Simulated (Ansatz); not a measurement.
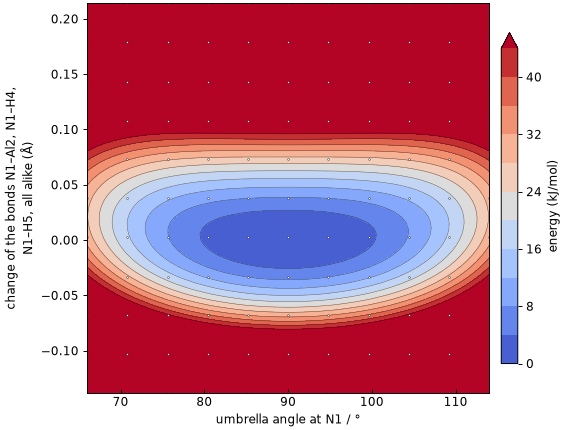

AlH3NS, SMILES [NH2][AlH][S], spin multiplicity 2. 
- The first coordinate is: umbrella angle at N1 (between each of its bonds and their common axis; 90 is planar); the second: change of the bonds N1–Al2, N1–H4, N1–H5, all alike.
- Nothing is relaxed (all other coordinates rigid).
- The grid has 11 × 11 points; 80 points were computed and 41 follow by symmetry.
- Points are written as (first, second).
- Energies: kJ/mol, counted from the relaxed molecule at the same level.
- Level of theory: UKS PBE0-D4/def2-TZVP in Ansatz 0.2.0.

The picture shows filled contours, dots at the grid points, one colour for all values above the top of the scale. Between grid points the surface is interpolated.

Q: Where is the minimum, and how stiff is the well along each coordinate?

A: The interpolated minimum is at the first coordinate ≈ 90.0°, the second coordinate ≈ 0.000 Å. The curvatures there are about 2.2 eV/rad² and 119 eV/Å², with a cross term of about 0 eV/(rad·Å). Round the minimum the two coordinates are nearly uncoupled. (1 eV is 96.5 kJ/mol.)
